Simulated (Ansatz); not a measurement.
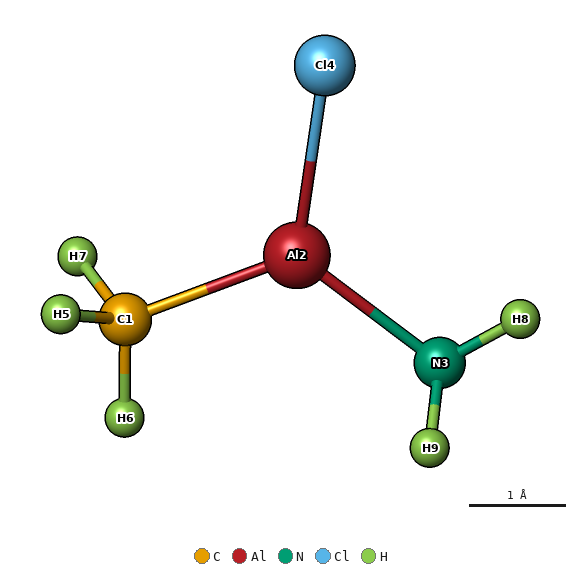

The structure as given in the input (ball-and-stick view, seen at a tilt; atoms are numbered from 1 in the order of the input). Sticks mark near contacts. Bond lengths as drawn: Al–C 1.95 Å, Al–Cl 2.18 Å, Al–N 1.89 Å, C–H 1.11 to 1.15 Å and H–N 1.03 to 1.09 Å.

Geometry relaxation of CH₅AlClN

System: CH₅AlClN.
Method: UKS BHLYP/def2-SVP (Ansatz 0.2.0).

It belongs to a series of runs on one base structure; here: end point A relaxed. Figures and captions count atoms from 1; the log counts them from 0 in places.

What the program printed:
```
The last accepted step is kept in [file] (removed where the run ends without a failure and the disk answers)
Engine: ansatz 0.2.0, aarch64-unknown-linux-gnu
Functional definition: BHLYP
  parameter a = 0.5
  exchange = (1 - a)*b88_x + a*exact_x
  correlation = lyp_c
936 factors; integrals over basis functions are off by at most 3.6e-4 eV
mean field evaluation 1: about -21714.7144 eV, gradient 3.9e1 eV
mean field evaluation 2: about -21713.2406 eV, gradient 4.2e1 eV
mean field evaluation 4: about -21721.3801 eV, gradient 1.3e0 eV
mean field evaluation 8: about -21721.4149 eV, gradient 2.3e-2 eV
mean field evaluation 16: about -21721.4149 eV, gradient 8.2e-6 eV
mean field -21721.41494415 eV, -798.2472758937 hartree, gradient 8.2e-6 eV, S^2 0.000000; 0 other end points of the search recorded, 0 dependent functions left out
the calculation of the forces begins
reference -21721.41511421 eV, -798.2472821434 hartree; 24, 24 occupied and 65, 65 virtual orbitals, 936 factors
relax step   1: F+E_penalty+E_count = -21721.41494415 eV  Δ(F+E_penalty+E_count) = +0.000e0 eV  max|allowed force component| = 2.521e0 eV/Å  Δτ_max = 0.0000 Å  (29 SCF iters, accepted)
these checks for a lower state are left out or cut short: starts, cluster_reference, orbital_swaps, neighbouring_geometries, increment
936 factors; integrals over basis functions are off by at most 3.3e-4 eV
mean field -21721.72589202 eV, -798.2587030172 hartree, gradient 2.2e-5 eV, S^2 0.000000; 0 other end points of the search recorded, 0 dependent functions left out
the calculation of the forces begins
reference -21721.72606131 eV, -798.2587092385 hartree; 24, 24 occupied and 65, 65 virtual orbitals, 936 factors
relax step   2: F+E_penalty+E_count = -21721.72589202 eV  Δ(F+E_penalty+E_count) = -3.109e-1 eV  max|allowed force component| = 1.896e0 eV/Å  Δτ_max = 0.1946 Å  (31 SCF iters, accepted)
these checks for a lower state are left out or cut short: starts, cluster_reference, orbital_swaps, neighbouring_geometries, increment
936 factors; integrals over basis functions are off by at most 3.3e-4 eV
mean field -21721.96787772 eV, -798.2675958275 hartree, gradient 1.2e-5 eV, S^2 0.000000; 0 other end points of the search recorded, 0 dependent functions left out
the calculation of the forces begins
reference -21721.96804527 eV, -798.2676019851 hartree; 24, 24 occupied and 65, 65 virtual orbitals, 936 factors
relax step   3: F+E_penalty+E_count = -21721.96787772 eV  Δ(F+E_penalty+E_count) = -2.420e-1 eV  max|allowed force component| = 3.684e-1 eV/Å  Δτ_max = 0.1998 Å  (31 SCF iters, accepted)
these checks for a lower state are left out or cut short: starts, cluster_reference, orbital_swaps, neighbouring_geometries, increment
936 factors; integrals over basis functions are off by at most 3.3e-4 eV
mean field evaluation 32: about -21721.9839 eV, gradient 2.4e-1 eV
mean field -21722.01029855 eV, -798.2691547644 hartree, gradient 1.2e-5 eV, S^2 0.000000; 0 other end points of the search recorded, 0 dependent functions left out
the calculation of the forces begins
reference -21722.01046613 eV, -798.2691609229 hartree; 24, 24 occupied and 65, 65 virtual orbitals, 936 factors
relax step   4: F+E_penalty+E_count = -21722.01029855 eV  Δ(F+E_penalty+E_count) = -4.242e-2 eV  max|allowed force component| = 3.820e-1 eV/Å  Δτ_max = 0.2000 Å  (31 SCF iters, accepted)
these checks for a lower state are left out or cut short: starts, cluster_reference, orbital_swaps, neighbouring_geometries, increment
936 factors; integrals over basis functions are off by at most 3.3e-4 eV
mean field -21722.01351122 eV, -798.2692728276 hartree, gradient 2.6e-5 eV, S^2 0.000000; 0 other end points of the search recorded, 0 dependent functions left out
the calculation of the forces begins
reference -21722.01367841 eV, -798.2692789720 hartree; 24, 24 occupied and 65, 65 virtual orbitals, 936 factors
relax step   5: F+E_penalty+E_count = -21722.01351122 eV  Δ(F+E_penalty+E_count) = -3.213e-3 eV  max|allowed force component| = 2.847e-1 eV/Å  Δτ_max = 0.0209 Å  (27 SCF iters, accepted)
these checks for a lower state are left out or cut short: starts, cluster_reference, orbital_swaps, neighbouring_geometries, increment
936 factors; integrals over basis functions are off by at most 3.2e-4 eV
mean field -21722.02053332 eV, -798.2695308850 hartree, gradient 1.2e-5 eV, S^2 0.000000; 0 other end points of the search recorded, 0 dependent functions left out
the calculation of the forces begins
reference -21722.02070041 eV, -798.2695370255 hartree; 24, 24 occupied and 65, 65 virtual orbitals, 936 factors
relax step   6: F+E_penalty+E_count = -21722.02053332 eV  Δ(F+E_penalty+E_count) = -7.022e-3 eV  max|allowed force component| = 4.469e-2 eV/Å  Δτ_max = 0.0491 Å  (30 SCF iters, accepted)
these checks for a lower state are left out or cut short: starts, cluster_reference, orbital_swaps, neighbouring_geometries, increment
936 factors; integrals over basis functions are off by at most 3.3e-4 eV
mean field -21722.02062555 eV, -798.2695342747 hartree, gradient 1.1e-5 eV, S^2 0.000000; 0 other end points of the search recorded, 0 dependent functions left out
the calculation of the forces begins
reference -21722.02079262 eV, -798.2695404142 hartree; 24, 24 occupied and 65, 65 virtual orbitals, 936 factors
relax step   7: F+E_penalty+E_count = -21722.02062555 eV  Δ(F+E_penalty+E_count) = -9.224e-5 eV  max|allowed force component| = 3.067e-2 eV/Å  Δτ_max = 0.0308 Å  (31 SCF iters, accepted)
these checks for a lower state are left out or cut short: starts, cluster_reference, orbital_swaps, neighbouring_geometries, increment
936 factors; integrals over basis functions are off by at most 3.2e-4 eV
mean field -21722.02115315 eV, -798.2695536635 hartree, gradient 1.9e-5 eV, S^2 0.000000; 0 other end points of the search recorded, 0 dependent functions left out
the calculation of the forces begins
reference -21722.02132017 eV, -798.2695598015 hartree; 24, 24 occupied and 65, 65 virtual orbitals, 936 factors
relax step   8: F+E_penalty+E_count = -21722.02115315 eV  Δ(F+E_penalty+E_count) = -5.276e-4 eV  max|allowed force component| = 3.729e-3 eV/Å  Δτ_max = 0.0227 Å  (25 SCF iters, accepted)
these checks for a lower state are left out or cut short: starts, cluster_reference, orbital_swaps, neighbouring_geometries, increment
936 factors; integrals over basis functions are off by at most 3.2e-4 eV
mean field evaluation 64: about -21721.9911 eV, gradient 7.3e-1 eV
mean field -21722.02129361 eV, -798.2695588254 hartree, gradient 7.8e-6 eV, S^2 0.000000; 0 other end points of the search recorded, 0 dependent functions left out
the calculation of the forces begins
reference -21722.02146060 eV, -798.2695649621 hartree; 24, 24 occupied and 65, 65 virtual orbitals, 936 factors
relax step   9: F+E_penalty+E_count = -21722.02129361 eV  Δ(F+E_penalty+E_count) = -1.405e-4 eV  max|allowed force component| = 1.950e-2 eV/Å  Δτ_max = 0.0262 Å  (27 SCF iters, accepted)
```

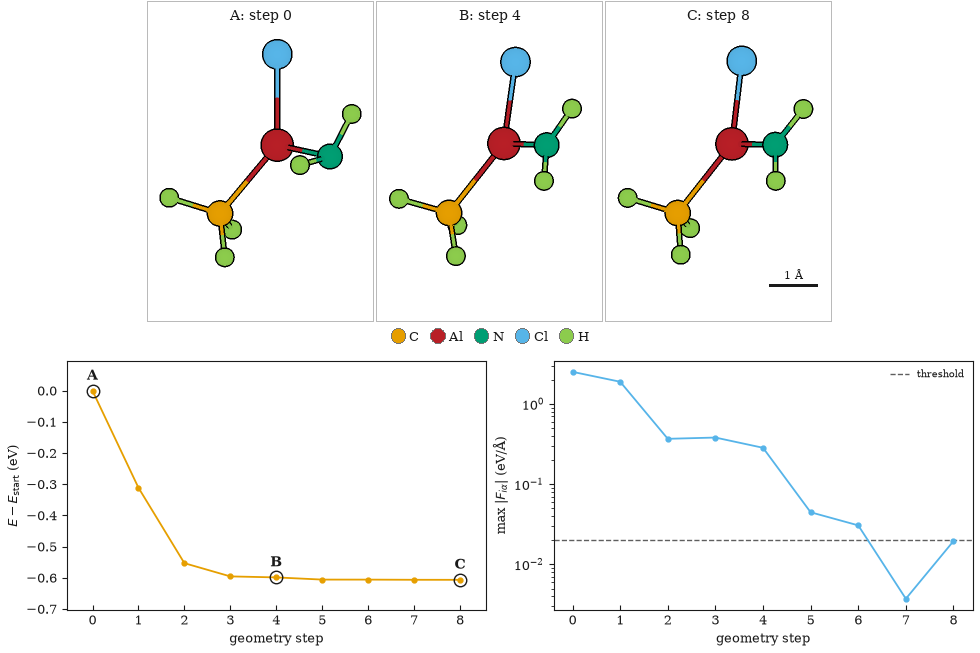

Frames of the relaxation (ball-and-stick view, seen at a tilt) above the curves, on which the letters mark them (the first geometry is step 0 here and step 1 in the log).

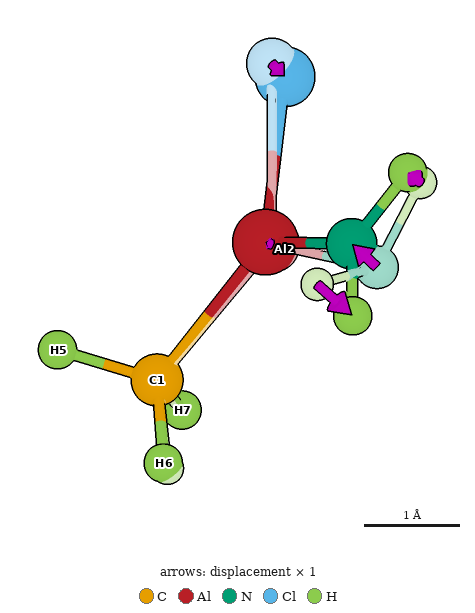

Start (faint) and end (solid) with the displacements as pink arrows, at true length (ball-and-stick view, seen at a tilt). The two geometries are laid on each other by the best rigid fit. After 8 geometry steps the energy has fallen by 0.606 eV. The largest force component goes from 2.5 to 0.019 eV/Å. H9 moves most after the best rigid fit: 0.53 Å. Largest moves by element: H 0.53 Å, N 0.36 Å, Cl 0.21 Å, Al 0.08 Å, C 0.02 Å. Among the contacts that change: Al2–N3 1.887 → 1.757 Å, N3–H9 1.085 → 1.007 Å, Al2–Cl4 2.175 → 2.112 Å, C1–H7 1.146 → 1.095 Å. Among the angles that change: Al2–N3–H8 108.8° → 124.8°, H8–N3–H9 103.4° → 110.0°, C1–Al2–N3 119.4° → 123.9°. (Atoms are counted from 1 in the order of the input.)

```
936 factors; integrals over basis functions are off by at most 3.2e-4 eV
mean field -21722.02129361 eV, -798.2695588254 hartree, gradient 7.8e-6 eV, S^2 0.000000; 1 other end points of the search recorded, 0 dependent functions left out
the calculation of the forces begins
reference -21722.02146060 eV, -798.2695649621 hartree; 24, 24 occupied and 65, 65 virtual orbitals, 936 factors
Total energy: -21722.02146060 eV, -798.2695649621 hartree
Atom 0 at    -0.208142     1.361003    -0.607698 Å, force    -0.002252     0.018640    -0.006772 eV/Å
Atom 1 at    -0.200021    -0.537332    -0.223364 Å, force     0.002300    -0.008932    -0.008666 eV/Å
Atom 2 at     0.599118    -1.251912     1.169226 Å, force     0.001527     0.009824     0.012448 eV/Å
Atom 3 at    -1.179817    -1.891574    -1.513715 Å, force     0.001846     0.001973     0.000776 eV/Å
Atom 4 at     0.339204     1.572115    -1.533672 Å, force    -0.012295    -0.006049     0.019500 eV/Å
Atom 5 at     0.249543     1.951218     0.192544 Å, force    -0.004303    -0.005871    -0.012343 eV/Å
Atom 6 at    -1.230056     1.726984    -0.755378 Å, force     0.016452    -0.002567     0.003486 eV/Å
Atom 7 at     0.618109    -2.236895     1.378128 Å, force     0.000555     0.001669     0.001316 eV/Å
Atom 8 at     1.100560    -0.739806     1.876830 Å, force    -0.003831    -0.008688    -0.009745 eV/Å
Dipole moment:     0.265011     0.215752     0.379257 e Å
```

Trajectory as extended XYZ (Å, eV, eV/Å), 9 frames, from step=1 to step=9:
```
9
Properties=species:S:1:pos:R:3:forces:R:3 step=1 energy=-21721.41494
C    -0.2065    1.3644   -0.5903   -1.1689   0.8412  -0.3756
Al   -0.2672   -0.5390   -0.1817    0.5242  -0.6281   0.9565
N     0.4139   -1.1542    1.4670    1.9336   0.1804  -2.0331
Cl   -1.0124   -1.9678   -1.6427    0.2753   0.6442   0.7502
H     0.3418    1.5777   -1.5395   -0.2645  -0.0835   0.6963
H     0.1961    1.9839    0.2420   -0.0129  -0.4542  -0.5338
H    -1.2694    1.7589   -0.7585    1.3057  -0.5731   0.1381
H     0.4277   -2.1814    1.4573   -0.0713   0.5160   0.3217
H     1.4645   -0.8887    1.5293   -2.5211  -0.4429   0.0798
9
Properties=species:S:1:pos:R:3:forces:R:3 step=2 energy=-21721.72589
C    -0.2176    1.3691   -0.6086   -0.2757   0.2951   0.0210
Al   -0.2257   -0.5233   -0.1871    0.1455  -0.4918   0.8244
N     0.3920   -1.2171    1.3952    1.8574   0.6202  -1.0272
Cl   -1.0249   -1.9225   -1.5679    0.0266   0.1295   0.1254
H     0.2976    1.5791   -1.5575   -0.0357  -0.0471   0.1794
H     0.2619    1.9557    0.1911   -0.0896  -0.0943  -0.2240
H    -1.2523    1.7543   -0.7286    0.4391  -0.2132   0.0851
H     0.5176   -2.2334    1.3912   -0.1714   0.5245   0.1893
H     1.3398   -0.8081    1.6551   -1.8963  -0.7230  -0.1734
9
Properties=species:S:1:pos:R:3:forces:R:3 step=3 energy=-21721.96788
C    -0.2133    1.3653   -0.6037   -0.1695  -0.2998   0.2136
Al   -0.2535   -0.5477   -0.1834    0.1450   0.3193  -0.2017
N     0.5224   -1.2307    1.2444    0.0717  -0.3684  -0.2565
Cl   -1.1624   -1.8831   -1.5482   -0.0405   0.0132   0.1234
H     0.4050    1.5722   -1.4834   -0.0092  -0.0072   0.0139
H     0.1645    1.9576    0.2374    0.0121  -0.0098  -0.0827
H    -1.2294    1.7130   -0.8284    0.0887   0.0277  -0.0246
H     0.5751   -2.2234    1.4317   -0.0793   0.1754   0.0005
H     1.2801   -0.7694    1.7165   -0.0189   0.1497   0.2142
9
Properties=species:S:1:pos:R:3:forces:R:3 step=4 energy=-21722.01030
C    -0.2088    1.3603   -0.6050   -0.0722  -0.1221   0.0511
Al   -0.2165   -0.5473   -0.2129   -0.1664   0.1276  -0.1123
N     0.5748   -1.2550    1.1864    0.3820   0.0634   0.2120
Cl   -1.2597   -1.8750   -1.4933    0.0973   0.0574   0.0866
H     0.4262    1.5658   -1.4732    0.0207   0.0219  -0.0070
H     0.1609    1.9604    0.2327    0.0181  -0.0167  -0.0260
H    -1.2142    1.7173   -0.8577    0.0506  -0.0357   0.0135
H     0.6897   -2.2430    1.3563   -0.0912   0.0858   0.0079
H     1.1362   -0.7298    1.8497   -0.2389  -0.1817  -0.2259
9
Properties=species:S:1:pos:R:3:forces:R:3 step=5 energy=-21722.01351
C    -0.2078    1.3537   -0.5991   -0.0823  -0.0789   0.0043
Al   -0.2231   -0.5515   -0.2212   -0.1291   0.1313  -0.0737
N     0.5828   -1.2451    1.1746    0.2847   0.0812   0.1557
Cl   -1.2650   -1.8838   -1.4933    0.0774   0.0405   0.0663
H     0.4356    1.5619   -1.4601    0.0233   0.0345  -0.0208
H     0.1588    1.9457    0.2454    0.0169  -0.0154  -0.0140
H    -1.2091    1.7163   -0.8573    0.0366  -0.0148   0.0070
H     0.6805   -2.2303    1.3571   -0.0400  -0.0080   0.0534
H     1.1358   -0.7132    1.8369   -0.1875  -0.1703  -0.1782
9
Properties=species:S:1:pos:R:3:forces:R:3 step=6 energy=-21722.02053
C    -0.2112    1.3602   -0.6055   -0.0162  -0.0043   0.0067
Al   -0.2182   -0.5376   -0.2173    0.0447  -0.0137   0.0158
N     0.6060   -1.2518    1.1623   -0.0090   0.0330  -0.0227
Cl   -1.2209   -1.8907   -1.4887   -0.0128  -0.0084  -0.0106
H     0.3986    1.5717   -1.4908    0.0009  -0.0063  -0.0025
H     0.1915    1.9501    0.2233    0.0003   0.0093  -0.0010
H    -1.2204    1.7243   -0.8232    0.0011   0.0063   0.0055
H     0.6391   -2.2369    1.3682   -0.0049   0.0014   0.0091
H     1.1242   -0.7356    1.8547   -0.0041  -0.0172  -0.0001
9
Properties=species:S:1:pos:R:3:forces:R:3 step=7 energy=-21722.02063
C    -0.2127    1.3606   -0.6046    0.0296  -0.0065  -0.0186
Al   -0.2029   -0.5394   -0.2251   -0.0267   0.0209   0.0307
N     0.6040   -1.2507    1.1649    0.0109  -0.0215   0.0008
Cl   -1.2036   -1.8905   -1.5016    0.0037  -0.0041  -0.0039
H     0.3766    1.5729   -1.5036   -0.0067   0.0114  -0.0068
H     0.2082    1.9526    0.2138   -0.0030  -0.0050   0.0033
H    -1.2271    1.7236   -0.7993    0.0000  -0.0093   0.0050
H     0.6130   -2.2336    1.3844    0.0029   0.0017  -0.0122
H     1.1330   -0.7416    1.8540   -0.0106   0.0124   0.0016
9
Properties=species:S:1:pos:R:3:forces:R:3 step=8 energy=-21722.02115
C    -0.2097    1.3607   -0.6065    0.0012   0.0007  -0.0018
Al   -0.2041   -0.5379   -0.2225    0.0013  -0.0025   0.0025
N     0.6016   -1.2515    1.1669   -0.0024   0.0021  -0.0037
Cl   -1.1936   -1.8911   -1.5060   -0.0002  -0.0010  -0.0017
H     0.3601    1.5723   -1.5179   -0.0017   0.0002  -0.0010
H     0.2276    1.9514    0.2041    0.0025   0.0012   0.0001
H    -1.2275    1.7253   -0.7795   -0.0011  -0.0002   0.0021
H     0.6201   -2.2360    1.3782    0.0014   0.0013   0.0008
H     1.1140   -0.7393    1.8662   -0.0010  -0.0017   0.0028
9
Properties=species:S:1:pos:R:3:forces:R:3 step=9 energy=-21722.02129
C    -0.2081    1.3610   -0.6077   -0.0023   0.0186  -0.0068
Al   -0.2000   -0.5373   -0.2234    0.0023  -0.0089  -0.0087
N     0.5991   -1.2519    1.1692    0.0015   0.0098   0.0124
Cl   -1.1798   -1.8916   -1.5137    0.0018   0.0020   0.0008
H     0.3392    1.5721   -1.5337   -0.0123  -0.0060   0.0195
H     0.2495    1.9512    0.1925   -0.0043  -0.0059  -0.0123
H    -1.2301    1.7270   -0.7554    0.0165  -0.0026   0.0035
H     0.6181   -2.2369    1.3781    0.0006   0.0017   0.0013
H     1.1006   -0.7398    1.8768   -0.0038  -0.0087  -0.0097
```

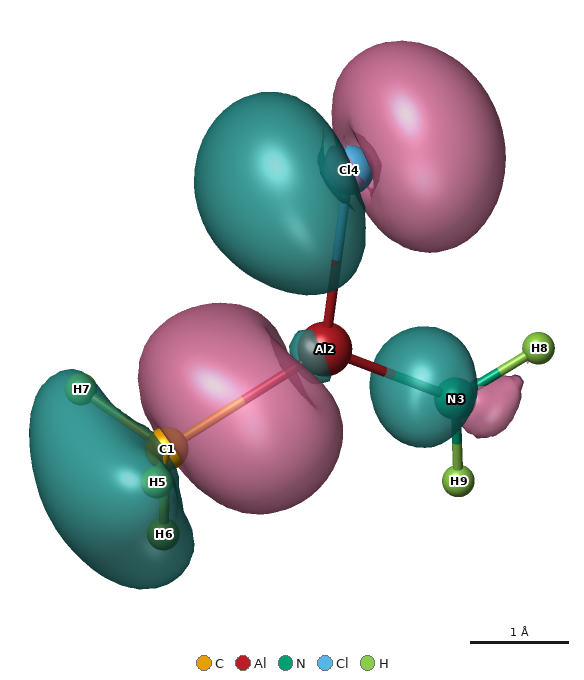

One frontier orbital at ±0.1 Å⁻³ᐟ² (teal and pink are the two phases), seen at a tilt. The HOMO−1 (β), at −9.53 eV. Its weight (Hirshfeld) is mainly on Cl4 (45 %), C1 (30 %) and Al2 (15 %).

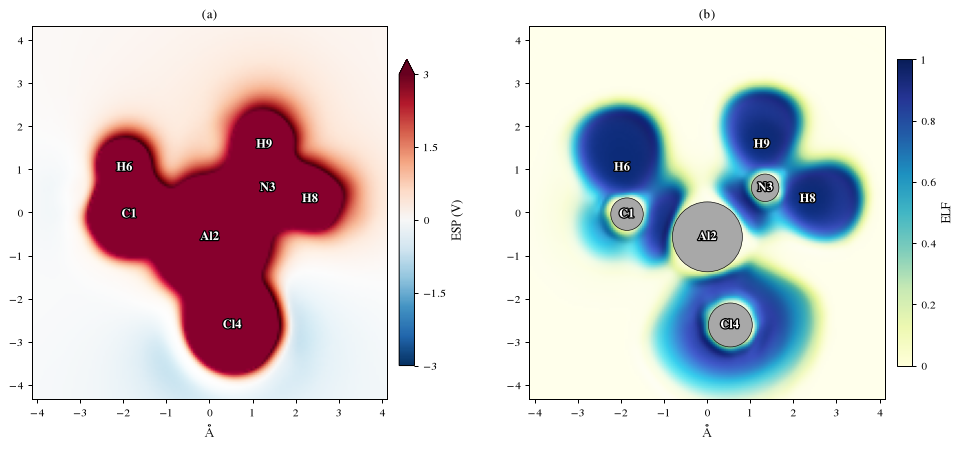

(a) molecular electrostatic potential; (b) electron localisation function on the plane of atoms C1, Al2 and Cl4. Grey discs, where drawn, cover atomic cores. Atoms in the plane: C, Al, N, Cl and H. Al–N (1.76 Å): the ELF peaks at about 0.90 in the valence shell of N, 0.7 Å from its nucleus, and is about 0.55 at the midpoint. C–Al (1.94 Å): the ELF peaks at about 0.95 between the atoms (a polar covalent bond). Al–Cl (2.11 Å): the ELF peaks at about 0.90 in the valence shell of Cl, 0.9 Å from its nucleus, and is about 0.80 at the midpoint. N–H (1.01 Å): the ELF climbs to about 1 towards the hydrogen, as it does in any bond to H (a covalent bond by its length).

The run was set up as follows.

The input:
```yaml
crystal:
  periodic: [false, false, false]
  atoms:
    - { symbol: C, position_ang: [-0.2065, 1.3644, -0.5903] }
    - { symbol: Al, position_ang: [-0.2672, -0.539, -0.1817] }
    - { symbol: "N", position_ang: [0.4139, -1.1542, 1.467] }
    - { symbol: Cl, position_ang: [-1.0124, -1.9678, -1.6427] }
    - { symbol: H, position_ang: [0.3418, 1.5777, -1.5395] }
    - { symbol: H, position_ang: [0.1961, 1.9839, 0.242] }
    - { symbol: H, position_ang: [-1.2694, 1.7589, -0.7585] }
    - { symbol: H, position_ang: [0.4277, -2.1814, 1.4573] }
    - { symbol: H, position_ang: [1.4645, -0.8887, 1.5293] }
magnetization:
  spin_polarized: true
basis:
  gaussian: { orbitals: def2-SVP }
hamiltonian:
  xc: { name: BHLYP }
relax:
  f_tol: 0.02
  max_steps: 50
output:
  orbitals: {}
```

Run as:
```bash
ansatz run input.yaml --threads 2 --pin off --max-ram 3072MiB --backend cpu --events-out ev --progress --plain --runs-dir out
```

Results in brief:

```json
{"quantity": "outcome", "value": "converged"}
{"quantity": "total energy", "value": "−21722.0215 eV"}
{"quantity": "mean-field energy", "value": "−21722.0215 eV"}
{"quantity": "largest force (length of the vector) at the end", "value": "0.024 eV/Å"}
{"quantity": "hardware", "value": "2 threads of Arm Neoverse V2, 24 GiB of memory available, shared host"}
{"quantity": "wall time", "value": "30 s (CPU time 58 s)"}
{"quantity": "peak memory", "value": "0.24 GiB"}
```
